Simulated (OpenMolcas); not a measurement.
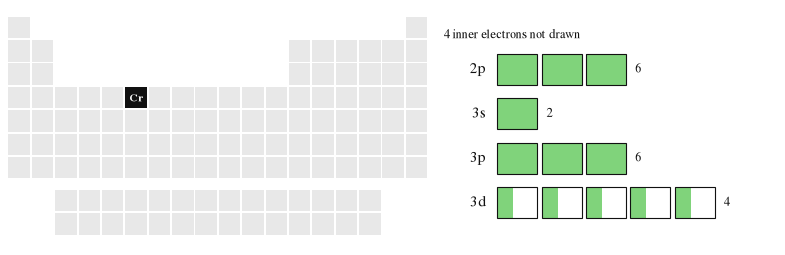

Left, the place of chromium in the periodic table; right, the outer shells of the leading configuration of the lowest level: a box for each of the 2l + 1 orbitals, shaded by the share of the shell that is filled, with the electron count at the right.

# Multiconfigurational calculation for Cr²⁺ complex (part 1 of 2)

- system: Cr²⁺ with 6 ligands (F; octahedron, 2.031 Å), embedded in LiF by model potentials and point charges, whose field is part of the energies.
- method: state-averaged CASSCF, active space 4 electrons in the shell 3d, basis ANO-RCC-VDZP on the metal and ANO-RCC-VDZP on the ligands, DKH2 scalar Hamiltonian, spin-orbit coupling by RASSI with atomic mean-field integrals (OpenMolcas)

## Input
```
&GATEWAY
Basis set
Cr.ANO-RCC-VDZP.
Cr1 0.0 0.0 0.0 Angstrom
End of basis
Basis set
F.ANO-RCC-VDZP.
L1 2.031000 0.000000 0.000000 Angstrom
L2 0.000000 2.031000 0.000000 Angstrom
L3 0.000000 0.000000 2.031000 Angstrom
End of basis
Basis set
Li.EMB-AIMP.Seijo.0s.0s.ECP.LiF.
PseudoCharge
* 67 symmetry-unique lattice sites within 7.6 angstrom
End of basis
Basis set
F.EMB-AIMP.Seijo.0s.0s.ECP.LiF.
PseudoCharge
* 55 symmetry-unique lattice sites within 7.6 angstrom
End of basis
Symmetry
XYZ
AngMom=0.0 0.0 0.0
AMFI
RICD
XField
973 Angstrom 0
* Evjen-weighted lattice charges
&SEWARD
&RASSCF
FileOrb=start.orb
Symmetry=1
Spin=5
nActEl=4 0 0
Inactive=18 21
Ras2=5 0
CIRoot=5 5 1
SDav=5
CIMx=300
Iter=150 100
PrWF=0.3
OrbListing=Nothing
MaxOrb=0
LevShft=1.0
>>> COPY $Project.JobIph JOB001
&RASSCF
FileOrb=start.orb
Symmetry=1
Spin=3
nActEl=4 0 0
Inactive=18 21
Ras2=5 0
CIRoot=45 45 1
SDav=45
CIMx=300
Iter=150 100
PrWF=0.3
OrbListing=Nothing
MaxOrb=0
LevShft=1.0
>>> COPY $Project.JobIph JOB002
&RASSCF
FileOrb=start.orb
Symmetry=1
Spin=1
nActEl=4 0 0
Inactive=18 21
Ras2=5 0
CIRoot=50 50 1
SDav=50
CIMx=300
Iter=150 100
PrWF=0.3
OrbListing=Nothing
MaxOrb=0
LevShft=1.0
>>> COPY $Project.JobIph JOB003
&RASSI
NrOfJobIphs=3 5 45 50
1 2 3 4 5
1 2 3 4 5 6 7 8 9 10 11 12 13 14 15 16 17 18 19 20 21 22 23 24 25 26 27
28 29 30 31 32 33 34 35 36 37 38 39 40 41 42 43 44 45
1 2 3 4 5 6 7 8 9 10 11 12 13 14 15 16 17 18 19 20 21 22 23 24 25 26 27
28 29 30 31 32 33 34 35 36 37 38 39 40 41 42 43 44 45 46 47 48 49 50
IphNames
JOB001
JOB002
JOB003
EJob
SpinOrbit
DIPRint=1.0
SOCoupling=1000.0
Subsets=2
Property=9
'ANGMOM' 1 'ANGMOM' 2 'ANGMOM' 3 'MLTPL  1' 1 'MLTPL  1' 2 'MLTPL  1' 3
'AMFI' 1 'AMFI' 2 'AMFI' 3
SOProperty=3
'ANGMOM' 1 'ANGMOM' 2 'ANGMOM' 3
```

The file start.orb holds starting orbitals from an earlier step. A driver script formed the levels outside the program, from RASSI's spin-orbit matrix and the active-space energies, averaged over the components of each term or state.

Hardware: 1 thread of Arm Neoverse V2, 24 GiB of memory available, shared host.

Launched with:
```bash
OMP_NUM_THREADS=1 MOLCAS_MEM=2457 MOLCAS_PROJECT=a pymolcas a.inp > a.log  # once for each step of the input, in one work folder
```

## Output (extracts)
```
--- SEWARD ---
Basis set label: CR.ANO-RCC...5S4P2D1F.

      Electronic valence basis set:
      ------------------
      Associated Effective Charge  24.000000 au
      Associated Actual Charge     24.000000 au
      Nuclear Model: Point charge

      Shell  nPrim  nBasis  Cartesian Spherical Contaminant
         s      21       5        X
         p      15       4        X
         d      10       2                 X
         f       6       1                 X
                  Relativistic Douglas-Kroll-Hess integrals:
                    - DKH order of Hamiltonian: 2
                    - DKH order of Properties : 0
                  Atomic mean-field integrals
--- RASSCF ---
Wave function specifications:
      -----------------------------

      Number of closed shell electrons          78
      Number of electrons in active shells       4
      Max number of holes in RAS1 space          0
      Max nr of electrons in RAS3 space          0
      Number of inactive orbitals               39
      Number of active orbitals                  5
      Number of secondary orbitals              74
      Spin quantum number                      2.0
      State symmetry                             1
Orbital specifications:
      -----------------------

      Symmetry species                           1   2
                                                ag  au
      Frozen orbitals                            0   0
      Inactive orbitals                         18  21
      Active orbitals                            5   0
      RAS1 orbitals                              0   0
      RAS2 orbitals                              5   0
      RAS3 orbitals                              0   0
      Secondary orbitals                        34  40
      Deleted orbitals                           0   0
      Number of basis functions                 57  61
      Number of CSFs                             5
      Number of root(s) required                 5
      Iter CI   SX   CI       RASSCF       Energy    max ROT     max BLB   max BLB  Level Ln srch  Step   QN
          iter iter root      energy       change     param      element    value   shift minimum  type update
 Nr of preliminary CI iterations:   1
      Total energies have been shifted. Add                -1000.00 au
        1   1   10    0  -649.21425613    0.00E+00  -7.97E-02    8  35 2 -3.16E-01*  0.74   0.00    SX    NO
        2   1   10    0  -649.75356385   -5.39E-01* -3.72E-02   21  24 2  7.87E-02*  0.58   0.00    SX    NO
        3   1    9    0  -649.79465285   -4.11E-02* -1.39E-02   21  24 2  3.53E-02*  0.60   0.00    SX    NO
        4   1    9    0  -649.80107896   -6.43E-03* -5.69E-03   21  24 2  1.83E-02*  0.61   0.00    SX    NO
        5   1    8    0  -649.80243066   -1.35E-03* -5.17E-03   21  24 2  9.56E-03*  0.61   1.94    LS   YES
        6   1    8    0  -649.80284429   -4.14E-04*  7.13E-04    6  34 2 -4.09E-03*  0.61   1.03    QN   YES
        7   1    8    0  -649.80288738   -4.31E-05*  3.63E-04   21  56 2 -9.45E-04*  0.61   1.51    LS   YES
        8   1    8    0  -649.80289295   -5.57E-06*  3.78E-04    5  33 2  1.58E-03*  0.61   1.00    QN   YES
        9   1    7    0  -649.80289837   -5.42E-06* -1.16E-04    6  31 1 -2.23E-04*  0.61   1.05    QN   YES
       10   1    6    0  -649.80289876   -3.81E-07* -3.91E-05    4  32 2  8.41E-05   0.61   1.28    QN   YES
       11   1    5    0  -649.80289881   -5.41E-08* -5.51E-06    4  22 2 -1.38E-05   0.61   1.05    QN   YES
       12   1    4    0  -649.80289881    1.17E-09   1.40E-06    4  22 2 -4.61E-06   0.61   0.17    QN   YES
      Convergence after 12 iterations
       13   1    4    0  -649.80289881    1.28E-09   1.40E-06    6  32 1 -1.96E-06   0.61   0.17    QN   YES
      Natural orbitals and occupation numbers for root  1
      sym 1:   1.000000   1.000000   0.000000   1.000000   1.000000
      Natural orbitals and occupation numbers for root  2
      sym 1:   1.000000   1.000000   0.000000   1.000000   1.000000
      Natural orbitals and occupation numbers for root  3
      sym 1:   0.000000   1.000000   1.000000   1.000000   1.000000
::    RASSCF root number  1 Total energy:  -1649.83733274
::    RASSCF root number  2 Total energy:  -1649.83733274
::    RASSCF root number  3 Total energy:  -1649.77994285
::    RASSCF root number  4 Total energy:  -1649.77994285
::    RASSCF root number  5 Total energy:  -1649.77994285
--- RASSCF ---
Wave function specifications:
      -----------------------------

      Number of closed shell electrons          78
      Number of electrons in active shells       4
      Max number of holes in RAS1 space          0
      Max nr of electrons in RAS3 space          0
      Number of inactive orbitals               39
      Number of active orbitals                  5
      Number of secondary orbitals              74
      Spin quantum number                      1.0
      State symmetry                             1
Orbital specifications:
      -----------------------

      Symmetry species                           1   2
                                                ag  au
      Frozen orbitals                            0   0
      Inactive orbitals                         18  21
      Active orbitals                            5   0
      RAS1 orbitals                              0   0
      RAS2 orbitals                              5   0
      RAS3 orbitals                              0   0
      Secondary orbitals                        34  40
      Deleted orbitals                           0   0
      Number of basis functions                 57  61
      Number of CSFs                            45
      Number of root(s) required                45
      Iter CI   SX   CI       RASSCF       Energy    max ROT     max BLB   max BLB  Level Ln srch  Step   QN
          iter iter root      energy       change     param      element    value   shift minimum  type update
 Nr of preliminary CI iterations:   1
      Total energies have been shifted. Add                -1000.00 au
        1   1   10    0  -649.66894481    0.00E+00  -1.12E-02   20  26 1 -1.57E-02*  0.59   0.00    SX    NO
        2   1    8    0  -649.67024098   -1.30E-03* -3.32E-03    7  34 2 -1.27E-02*  0.57   0.00    SX    NO
        3   1    8    0  -649.67045342   -2.12E-04*  1.79E-03   20  26 1 -2.52E-03*  0.58   0.00    SX    NO
        4   1    7    0  -649.67049095   -3.75E-05*  6.79E-04    7  34 2 -1.79E-03*  0.57   0.00    SX    NO
        5   1    7    0  -649.67049801   -7.06E-06*  4.72E-04   20  26 1 -4.41E-04*  0.57   1.35    QN   YES
        6   1    6    0  -649.67049973   -1.72E-06* -2.32E-05   10  31 1  4.13E-05   0.57   0.98    QN   YES
        7   1    5    0  -649.67049974   -9.19E-09  -3.47E-05   10  31 1  1.99E-05   0.57   2.50    LS   YES
      Convergence after  7 iterations
        8   1    5    0  -649.67049973    2.37E-09  -3.47E-05   21  29 1 -3.75E-05   0.57   2.50    LS   YES
      Natural orbitals and occupation numbers for root  1
      sym 1:   0.021284   1.000397   0.060023   1.918762   0.999535
      Natural orbitals and occupation numbers for root  2
      sym 1:   0.060342   1.918322   0.021347   1.000034   0.999955
      Natural orbitals and occupation numbers for root  3
      sym 1:   0.021283   1.000402   0.060017   0.999528   1.918770
::    RASSCF root number  1 Total energy:  -1649.79473628
::    RASSCF root number  2 Total energy:  -1649.79473628
::    RASSCF root number  3 Total energy:  -1649.79473628
::    RASSCF root number  4 Total energy:  -1649.74776363
::    RASSCF root number  5 Total energy:  -1649.74776363
::    RASSCF root number  6 Total energy:  -1649.74488947
::    RASSCF root number  7 Total energy:  -1649.74488947
::    RASSCF root number  8 Total energy:  -1649.74488947
::    RASSCF root number  9 Total energy:  -1649.74101498
::    RASSCF root number 10 Total energy:  -1649.74101498
::    RASSCF root number 11 Total energy:  -1649.74101498
::    RASSCF root number 12 Total energy:  -1649.73099443
::    RASSCF root number 13 Total energy:  -1649.73024490
::    RASSCF root number 14 Total energy:  -1649.71269420
::    RASSCF root number 15 Total energy:  -1649.71269420
::    RASSCF root number 16 Total energy:  -1649.69746250
::    RASSCF root number 17 Total energy:  -1649.69746250
::    RASSCF root number 18 Total energy:  -1649.69746250
::    RASSCF root number 19 Total energy:  -1649.68882544
::    RASSCF root number 20 Total energy:  -1649.68882544
::    RASSCF root number 21 Total energy:  -1649.68882544
::    RASSCF root number 22 Total energy:  -1649.68318602
::    RASSCF root number 23 Total energy:  -1649.68318602
::    RASSCF root number 24 Total energy:  -1649.68318601
::    RASSCF root number 25 Total energy:  -1649.66181731
::    RASSCF root number 26 Total energy:  -1649.66181731
::    RASSCF root number 27 Total energy:  -1649.66181731
::    RASSCF root number 28 Total energy:  -1649.66164881
::    RASSCF root number 29 Total energy:  -1649.66164881
::    RASSCF root number 30 Total energy:  -1649.65612117
--- RASSCF ---
Wave function specifications:
      -----------------------------

      Number of closed shell electrons          78
      Number of electrons in active shells       4
      Max number of holes in RAS1 space          0
      Max nr of electrons in RAS3 space          0
      Number of inactive orbitals               39
      Number of active orbitals                  5
      Number of secondary orbitals              74
      Spin quantum number                      0.0
      State symmetry                             1
Orbital specifications:
      -----------------------

      Symmetry species                           1   2
                                                ag  au
      Frozen orbitals                            0   0
      Inactive orbitals                         18  21
      Active orbitals                            5   0
      RAS1 orbitals                              0   0
      RAS2 orbitals                              5   0
      RAS3 orbitals                              0   0
      Secondary orbitals                        34  40
      Deleted orbitals                           0   0
      Number of basis functions                 57  61
      Number of CSFs                            50
      Number of root(s) required                50
      Iter CI   SX   CI       RASSCF       Energy    max ROT     max BLB   max BLB  Level Ln srch  Step   QN
          iter iter root      energy       change     param      element    value   shift minimum  type update
 Nr of preliminary CI iterations:   1
      Total energies have been shifted. Add                -1000.00 au
        1   1   10    0  -649.60507898    0.00E+00  -5.43E-03   20  26 1 -7.47E-03*  0.56   0.00    SX    NO
        2   1    9    0  -649.60540681   -3.28E-04* -1.71E-03    9  32 2 -6.23E-03*  0.56   0.00    SX    NO
        3   1    8    0  -649.60546220   -5.54E-05*  9.09E-04   20  26 1 -1.26E-03*  0.56   0.00    SX    NO
        4   1    7    0  -649.60547234   -1.01E-05* -3.57E-04    9  32 2 -9.24E-04*  0.56   0.00    SX    NO
        5   1    7    0  -649.60547430   -1.96E-06*  2.39E-04   20  26 1 -2.28E-04*  0.56   1.31    QN   YES
        6   1    6    0  -649.60547478   -4.87E-07* -9.77E-06    6  30 1  1.75E-05   0.56   0.99    QN   YES
        7   1    5    0  -649.60547478   -1.05E-10  -5.63E-06    6  30 1  8.48E-06   0.56   0.28    QN   YES
      Convergence after  7 iterations
        8   1    5    0  -649.60547478   -5.58E-10  -5.63E-06   10  30 1 -1.89E-06   0.56   0.28    QN   YES
      Natural orbitals and occupation numbers for root  1
      sym 1:   0.044236   0.997900   0.100771   1.858995   0.998098
      Natural orbitals and occupation numbers for root  2
      sym 1:   0.043640   0.100134   0.999607   0.996426   1.860193
      Natural orbitals and occupation numbers for root  3
      sym 1:   0.100132   1.860196   0.043638   0.999899   0.996135
::    RASSCF root number  1 Total energy:  -1649.74916528
::    RASSCF root number  2 Total energy:  -1649.74916528
::    RASSCF root number  3 Total energy:  -1649.74916528
::    RASSCF root number  4 Total energy:  -1649.74371901
::    RASSCF root number  5 Total energy:  -1649.74371901
::    RASSCF root number  6 Total energy:  -1649.71791550
::    RASSCF root number  7 Total energy:  -1649.70314176
::    RASSCF root number  8 Total energy:  -1649.70297988
::    RASSCF root number  9 Total energy:  -1649.70297988
::    RASSCF root number 10 Total energy:  -1649.70297988
::    RASSCF root number 11 Total energy:  -1649.69415072
::    RASSCF root number 12 Total energy:  -1649.69415072
::    RASSCF root number 13 Total energy:  -1649.69415072
::    RASSCF root number 14 Total energy:  -1649.67728160
::    RASSCF root number 15 Total energy:  -1649.67728160
::    RASSCF root number 16 Total energy:  -1649.64799396
::    RASSCF root number 17 Total energy:  -1649.64799396
::    RASSCF root number 18 Total energy:  -1649.64799396
::    RASSCF root number 19 Total energy:  -1649.64046304
::    RASSCF root number 20 Total energy:  -1649.64046304
::    RASSCF root number 21 Total energy:  -1649.63794466
::    RASSCF root number 22 Total energy:  -1649.62355931
::    RASSCF root number 23 Total energy:  -1649.62355931
::    RASSCF root number 24 Total energy:  -1649.62355931
::    RASSCF root number 25 Total energy:  -1649.62102283
::    RASSCF root number 26 Total energy:  -1649.62102283
::    RASSCF root number 27 Total energy:  -1649.62102283
::    RASSCF root number 28 Total energy:  -1649.60822442
::    RASSCF root number 29 Total energy:  -1649.59439148
::    RASSCF root number 30 Total energy:  -1649.59439148
```

(Continued in part 2.) Outcome of the run: converged.
